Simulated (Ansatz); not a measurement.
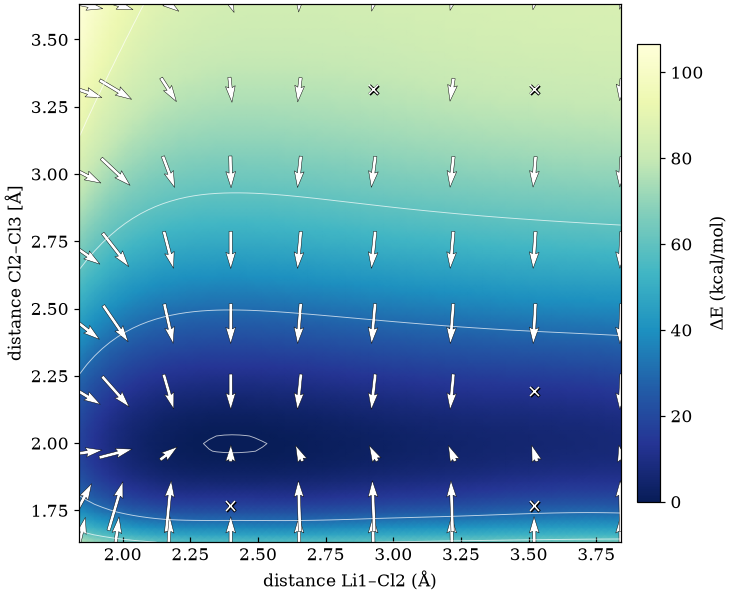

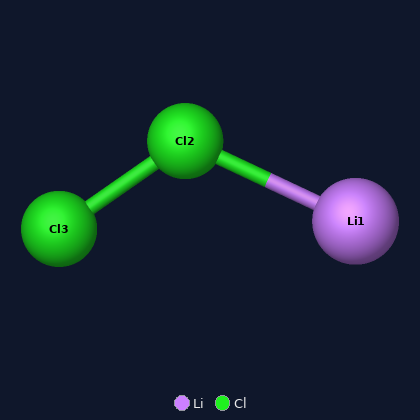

Energy landscape of the system Li⁺ + Cl₂. 
- Coordinates scanned: (1) distance Li1–Cl2; (2) distance Cl2–Cl3.
- Nothing is relaxed (the angle Li1–Cl2–Cl3 is fixed at 120 degrees).
- The grid has 9 × 9 points. At 5 points there is no value.
- All energies are given in kcal/mol relative to the lowest grid point.
- The restricted reference is unstable at some or all points, so the energies there are unreliable.
- The calculation used RHF-MP2, frozen core/def2-TZVPD (Ansatz 0.2.0).

The picture shows a smooth colour map with a few white contour lines, crosses at grid points without a value, arrows along the force (downhill), their lengths compressed. Between grid points the surface is interpolated. The second picture is the structure at the lowest point.

Summarise what can be read from the map.

The lowest grid point is at distance Li1–Cl2 = 2.399 Å, distance Cl2–Cl3 = 1.962 Å. No other kind of well shows on this grid. The highest grid point, distance Li1–Cl2 = 1.840 Å, distance Cl2–Cl3 = 3.632 Å, lies 106 kcal/mol above the lowest.

Grid values (kcal/mol):

| distance Cl2–Cl3 ↓, distance Li1–Cl2 → | 1.840 | 1.974 | 2.170 | 2.399 | 2.652 | 2.926 | 3.216 | 3.521 | 3.840 |
| --- | --- | --- | --- | --- | --- | --- | --- | --- | --- |
| 3.632 | 106 | 95 | 87 | 84 | 83 | 84 | 85 | 85 | 86 |
| 3.313 | 97 | 86 | 79 | 77 | 77 | – | 79 | – | 81 |
| 3.008 | 83 | 73 | 66 | 64 | 65 | 66 | 68 | 70 | 71 |
| 2.718 | 65 | 55 | 48 | 47 | 48 | 50 | 51 | 53 | 54 |
| 2.444 | 44 | 34 | 28 | 26 | 27 | 29 | 31 | 32 | 34 |
| 2.191 | 26 | 16 | 9 | 7 | 8 | 10 | 12 | – | 15 |
| 1.962 | 19 | 8 | 2 | 0 | 1 | 3 | 5 | 6 | 7 |
| 1.766 | 36 | 26 | 19 | – | 18 | 20 | 22 | – | 25 |
| 1.632 | 76 | 66 | 59 | 57 | 58 | 60 | 62 | 64 | 65 |

The input of one point:

```yaml
crystal:
  periodic: [false, false, false]
  atoms:
    - { symbol: Li, position_ang: [-2.399, 0.0, 0.0] }
    - { symbol: Cl, position_ang: [0.0, 0.0, 0.0] }
    - { symbol: Cl, position_ang: [0.981, 1.699142, 0.0] }
total_charge: 1
basis:
  gaussian: { orbitals: def2-TZVPD }
hamiltonian:
  xc: hf
output:
  forces: true
correlation:
  method: mp2
```

Time for the 76 points that were run: 14 min on 1 thread of Intel(R) Xeon(R) Platinum 8259CL CPU @ 2.50GHz (Skylake/Cascade Lake) (shared host).
